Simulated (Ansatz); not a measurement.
**C₃H₇GaO: geometry optimisation**

The task: find the minimum of C₃H₇GaO nearest to the start.

The runs use Ansatz 0.2.0; RKS PBE0-D4/def2-SVP.

**1. Where the work starts**

SMILES `C1[CH2][GaH][CH2]O1`, 12 atoms, charge 0, spin multiplicity 1.

Atoms are counted from 1 here; the program's logs count them from 0.

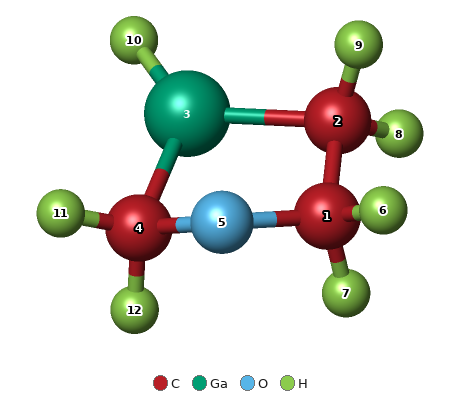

The starting geometry (carbon red, gallium teal, oxygen blue, hydrogen green); atoms are numbered from 1 in the order of the file.

Coordinates:

```xyz
12
C3H7GaO
C    -1.0447    0.5006    0.4123
C     0.3006    0.5524    1.1567
Ga    1.4467   -0.5201   -0.0819
C    -0.0489   -0.6375   -1.4200
O    -0.8713    0.4544   -1.0085
H    -1.6755    1.3951    0.5953
H    -1.6304   -0.3919    0.7526
H     0.2527    0.1301    2.1810
H     0.6865    1.5903    1.2459
H     2.9507   -0.9849    0.0103
H     0.2302   -0.4739   -2.4798
H    -0.5966   -1.6144   -1.3638
```

**2. Relaxation**

Input file input.yaml:

```yaml
crystal:
  periodic: [false, false, false]
  atoms:
    - { symbol: C, position_ang: [-1.04471, 0.500553, 0.412328] }
    - { symbol: C, position_ang: [0.30061, 0.552355, 1.156683] }
    - { symbol: Ga, position_ang: [1.446741, -0.520081, -0.081913] }
    - { symbol: C, position_ang: [-0.048944, -0.637502, -1.419987] }
    - { symbol: O, position_ang: [-0.871333, 0.454408, -1.008491] }
    - { symbol: H, position_ang: [-1.675517, 1.395076, 0.595286] }
    - { symbol: H, position_ang: [-1.630365, -0.391902, 0.752608] }
    - { symbol: H, position_ang: [0.252716, 0.130053, 2.180952] }
    - { symbol: H, position_ang: [0.686504, 1.590325, 1.245865] }
    - { symbol: H, position_ang: [2.950718, -0.984938, 0.01031] }
    - { symbol: H, position_ang: [0.230165, -0.47391, -2.47985] }
    - { symbol: H, position_ang: [-0.596585, -1.614446, -1.363801] }
basis:
  gaussian: { orbitals: def2-SVP }
hamiltonian:
  xc: pbe0
  dispersion: d4
output:
  forces: true
relax:
  f_tol: 0.003
  max_steps: 120
```

Run with:

```console
$ ansatz run input.yaml --threads 1 --pin off --max-ram 2560MiB --backend cpu --events-out ev --progress --plain --runs-dir out
```

Standard output:

```text
Warning: RAYON_NUM_THREADS=1 ignored (pool sized by the plan → 1); use --threads N
The last accepted step is kept in <dir> (removed where the run ends without a failure and the disk answers)
Engine: ansatz 0.2.0, aarch64-unknown-linux-gnu
Functional definition: PBE0
  parameter a = 0.25
  parameter kappa = 0.804
  parameter beta = 0.06672455060314922
  exchange = (1 - a)*pbe_x(kappa = kappa, mu = beta*pi^2/3) + a*exact_x
  correlation = pbe_c(beta = beta)
1359 factors; integrals over basis functions are off by at most 3.8e-4 eV
mean field evaluation 1: about -57618.0726 eV, gradient 5.6e1 eV
mean field evaluation 2: about -57609.7793 eV, gradient 8.0e1 eV
mean field evaluation 4: about -57625.5000 eV, gradient 5.4e0 eV
mean field evaluation 8: about -57625.5787 eV, gradient 5.8e-2 eV
mean field evaluation 16: about -57625.5787 eV, gradient 8.3e-5 eV
mean field -57625.57874919 eV, -2117.7009590126 hartree, gradient 8.3e-5 eV, S^2 0.000000; 0 other end points of the search recorded, 0 dependent functions left out
the calculation of the forces begins
reference -57625.57877881 eV, -2117.7009601010 hartree; 32, 32 occupied and 91, 91 virtual orbitals, 1359 factors
relax step   1: F+E_penalty+E_count = -57625.80137572 eV  Δ(F+E_penalty+E_count) = +0.000e0 eV  max|allowed force component| = 4.553e-1 eV/Å  Δτ_max = 0.0000 Å  (26 SCF iters, accepted)
these checks for a lower state are left out or cut short: starts, cluster_reference, orbital_swaps, neighbouring_geometries, increment
1359 factors; integrals over basis functions are off by at most 3.7e-4 eV
mean field -57625.59904668 eV, -2117.7017049317 hartree, gradient 1.0e-5 eV, S^2 0.000000; 0 other end points of the search recorded, 0 dependent functions left out
the calculation of the forces begins
reference -57625.59907626 eV, -2117.7017060186 hartree; 32, 32 occupied and 91, 91 virtual orbitals, 1359 factors
relax step   2: F+E_penalty+E_count = -57625.82227188 eV  Δ(F+E_penalty+E_count) = -2.090e-2 eV  max|allowed force component| = 2.249e-1 eV/Å  Δτ_max = 0.0249 Å  (30 SCF iters, accepted)
these checks for a lower state are left out or cut short: starts, cluster_reference, orbital_swaps, neighbouring_geometries, increment
1359 factors; integrals over basis functions are off by at most 3.6e-4 eV
mean field -57625.60164789 eV, -2117.7018005244 hartree, gradient 9.7e-6 eV, S^2 0.000000; 0 other end points of the search recorded, 0 dependent functions left out
the calculation of the forces begins
reference -57625.60167740 eV, -2117.7018016089 hartree; 32, 32 occupied and 91, 91 virtual orbitals, 1359 factors
relax step   3: F+E_penalty+E_count = -57625.82517795 eV  Δ(F+E_penalty+E_count) = -2.906e-3 eV  max|allowed force component| = 7.840e-2 eV/Å  Δτ_max = 0.0155 Å  (30 SCF iters, accepted)
these checks for a lower state are left out or cut short: starts, cluster_reference, orbital_swaps, neighbouring_geometries, increment
1359 factors; integrals over basis functions are off by at most 3.6e-4 eV
mean field evaluation 32: about -57625.6015 eV, gradient 5.1e-1 eV
mean field -57625.60202065 eV, -2117.7018142230 hartree, gradient 2.2e-5 eV, S^2 0.000000; 0 other end points of the search recorded, 0 dependent functions left out
the calculation of the forces begins
reference -57625.60205017 eV, -2117.7018153079 hartree; 32, 32 occupied and 91, 91 virtual orbitals, 1359 factors
relax step   4: F+E_penalty+E_count = -57625.82554220 eV  Δ(F+E_penalty+E_count) = -3.643e-4 eV  max|allowed force component| = 1.943e-2 eV/Å  Δτ_max = 0.0104 Å  (24 SCF iters, accepted)
these checks for a lower state are left out or cut short: starts, cluster_reference, orbital_swaps, neighbouring_geometries, increment
1359 factors; integrals over basis functions are off by at most 3.6e-4 eV
mean field -57625.60225530 eV, -2117.7018228462 hartree, gradient 9.4e-6 eV, S^2 0.000000; 0 other end points of the search recorded, 0 dependent functions left out
the calculation of the forces begins
reference -57625.60228482 eV, -2117.7018239310 hartree; 32, 32 occupied and 91, 91 virtual orbitals, 1359 factors
relax step   5: F+E_penalty+E_count = -57625.82575730 eV  Δ(F+E_penalty+E_count) = -2.151e-4 eV  max|allowed force component| = 3.513e-2 eV/Å  Δτ_max = 0.0229 Å  (30 SCF iters, accepted)
these checks for a lower state are left out or cut short: starts, cluster_reference, orbital_swaps, neighbouring_geometries, increment
1359 factors; integrals over basis functions are off by at most 3.6e-4 eV
mean field -57625.60239226 eV, -2117.7018278792 hartree, gradient 1.4e-5 eV, S^2 0.000000; 0 other end points of the search recorded, 0 dependent functions left out
the calculation of the forces begins
reference -57625.60242178 eV, -2117.7018289640 hartree; 32, 32 occupied and 91, 91 virtual orbitals, 1359 factors
relax step   6: F+E_penalty+E_count = -57625.82588177 eV  Δ(F+E_penalty+E_count) = -1.245e-4 eV  max|allowed force component| = 1.152e-2 eV/Å  Δτ_max = 0.0068 Å  (24 SCF iters, accepted)
these checks for a lower state are left out or cut short: starts, cluster_reference, orbital_swaps, neighbouring_geometries, increment
1359 factors; integrals over basis functions are off by at most 3.6e-4 eV
mean field -57625.60241660 eV, -2117.7018287740 hartree, gradient 1.7e-5 eV, S^2 0.000000; 0 other end points of the search recorded, 0 dependent functions left out
the calculation of the forces begins
reference -57625.60244612 eV, -2117.7018298588 hartree; 32, 32 occupied and 91, 91 virtual orbitals, 1359 factors
relax step   7: F+E_penalty+E_count = -57625.82589810 eV  Δ(F+E_penalty+E_count) = -1.633e-5 eV  max|allowed force component| = 4.817e-3 eV/Å  Δτ_max = 0.0034 Å  (24 SCF iters, accepted)
these checks for a lower state are left out or cut short: starts, cluster_reference, orbital_swaps, neighbouring_geometries, increment
1359 factors; integrals over basis functions are off by at most 3.6e-4 eV
mean field -57625.60241551 eV, -2117.7018287338 hartree, gradient 3.0e-5 eV, S^2 0.000000; 0 other end points of the search recorded, 0 dependent functions left out
the calculation of the forces begins
reference -57625.60244503 eV, -2117.7018298185 hartree; 32, 32 occupied and 91, 91 virtual orbitals, 1359 factors
relax step   8: F+E_penalty+E_count = -57625.82590031 eV  Δ(F+E_penalty+E_count) = -2.207e-6 eV  max|allowed force component| = 5.377e-3 eV/Å  Δτ_max = 0.0012 Å  (20 SCF iters, accepted)
these checks for a lower state are left out or cut short: starts, cluster_reference, orbital_swaps, neighbouring_geometries, increment
1359 factors; integrals over basis functions are off by at most 3.6e-4 eV
mean field -57625.60241724 eV, -2117.7018287975 hartree, gradient 2.1e-5 eV, S^2 0.000000; 0 other end points of the search recorded, 0 dependent functions left out
the calculation of the forces begins
reference -57625.60244676 eV, -2117.7018298823 hartree; 32, 32 occupied and 91, 91 virtual orbitals, 1359 factors
relax step   9: F+E_penalty+E_count = -57625.82590110 eV  Δ(F+E_penalty+E_count) = -7.913e-7 eV  max|allowed force component| = 7.868e-4 eV/Å  Δτ_max = 0.0003 Å  (19 SCF iters, accepted)
1359 factors; integrals over basis functions are off by at most 3.6e-4 eV
mean field evaluation 64: about -57625.5794 eV, gradient 1.1e-1 eV
mean field -57625.60241724 eV, -2117.7018287975 hartree, gradient 2.1e-5 eV, S^2 0.000000; 1 other end points of the search recorded, 0 dependent functions left out
the calculation of the forces begins
reference -57625.60244676 eV, -2117.7018298823 hartree; 32, 32 occupied and 91, 91 virtual orbitals, 1359 factors
Total energy: -57625.82593062 eV, -2117.7100427625 hartree
Atom 0 at    -1.039897     0.483345     0.415736 Å, force     0.000373    -0.000535    -0.000277 eV/Å
Atom 1 at     0.304367     0.561015     1.145875 Å, force    -0.000787     0.000214     0.000460 eV/Å
Atom 2 at     1.430808    -0.523895    -0.071020 Å, force     0.000509    -0.000153     0.000119 eV/Å
Atom 3 at    -0.040728    -0.621095    -1.412656 Å, force    -0.000262    -0.000180     0.000043 eV/Å
Atom 4 at    -0.876970     0.438316    -0.987194 Å, force    -0.000519     0.000488    -0.000095 eV/Å
Atom 5 at    -1.681288     1.357226     0.609810 Å, force     0.000345    -0.000025     0.000072 eV/Å
Atom 6 at    -1.599422    -0.412948     0.760243 Å, force     0.000162     0.000172     0.000157 eV/Å
Atom 7 at     0.255133     0.185091     2.179149 Å, force    -0.000014     0.000077    -0.000396 eV/Å
Atom 8 at     0.678620     1.598149     1.192810 Å, force     0.000015    -0.000208    -0.000207 eV/Å
Atom 9 at     2.904386    -1.039207     0.017691 Å, force    -0.000046     0.000021    -0.000045 eV/Å
Atom 10 at     0.242452    -0.431410    -2.458701 Å, force     0.000056    -0.000035     0.000254 eV/Å
Atom 11 at    -0.577461    -1.594595    -1.391752 Å, force     0.000168     0.000165    -0.000085 eV/Å
Dipole moment:     0.165966    -0.155914     0.179447 e Å
```

Wall time 79 s (1 thread of Arm Neoverse V1, shared host); peak memory 0.31 GiB.

Along the way:

```tsv
step	energy from step 1 (eV)	largest force component (eV/Å)
1	0.0000	0.4553
2	-0.0209	0.2249
3	-0.0238	0.0784
4	-0.0242	0.0194
5	-0.0244	0.0351
6	-0.0245	0.0115
7	-0.0245	0.0048
8	-0.0245	0.0054
9	-0.0245	0.0008
```

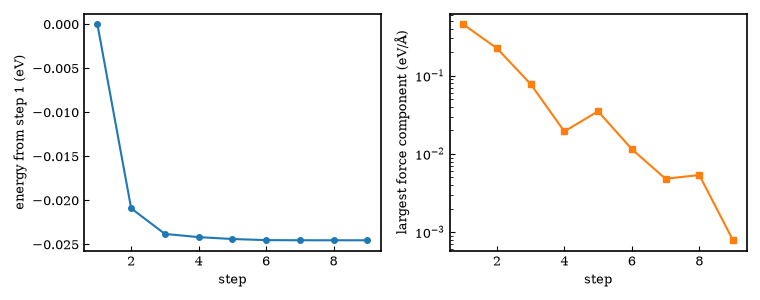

Energy and force, step by step.

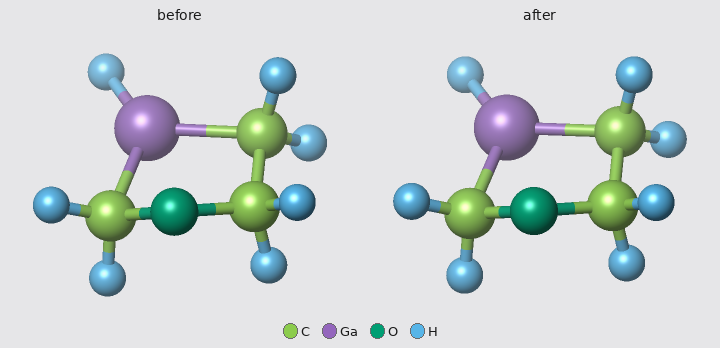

Before and after, at one scale.

Close pairs (by a distance rule), those that changed most:

```tsv
bond	before (Å)	after (Å)	change (Å)
C1–O5	1.432	1.413	-0.019
C2–Ga3	1.999	1.982	-0.018
Ga3–C4	2.010	1.994	-0.017
Ga3–H10	1.577	1.564	-0.013
C4–O5	1.428	1.415	-0.012
C4–H12	1.121	1.112	-0.010
C1–H7	1.120	1.111	-0.009
C1–H6	1.110	1.101	-0.009
```

**3. Summary of results**

```
             quantity      value
        energy gained  0.0245 eV
root mean square move    0.041 Å
        dipole moment     1.39 D
```

In words: Bond lengths: C1–C2 1.532 Å, C1–O5 1.413 Å, C1–H6 1.101 Å, C1–H7 1.111 Å, C2–Ga3 1.982 Å, C2–H8 1.101 Å, C2–H9 1.104 Å, Ga3–C4 1.994 Å, Ga3–H10 1.564 Å, C4–O5 1.415 Å, C4–H11 1.100 Å, C4–H12 1.112 Å. Angles: C2–C1–O5 111.9°, C2–C1–H6 112.8°, C2–C1–H7 109.6°, O5–C1–H6 105.5°, O5–C1–H7 109.9°, H6–C1–H7 107.0°, C1–C2–Ga3 100.3°, C1–C2–H8 113.0°, C1–C2–H9 111.4°, Ga3–C2–H8 114.5°, Ga3–C2–H9 110.4°, H8–C2–H9 107.2°, C2–Ga3–C4 91.2°, C2–Ga3–H10 132.9°, C4–Ga3–H10 135.9°, Ga3–C4–O5 101.4°, Ga3–C4–H11 116.2°, Ga3–C4–H12 112.7° and more. No frequencies were computed here.
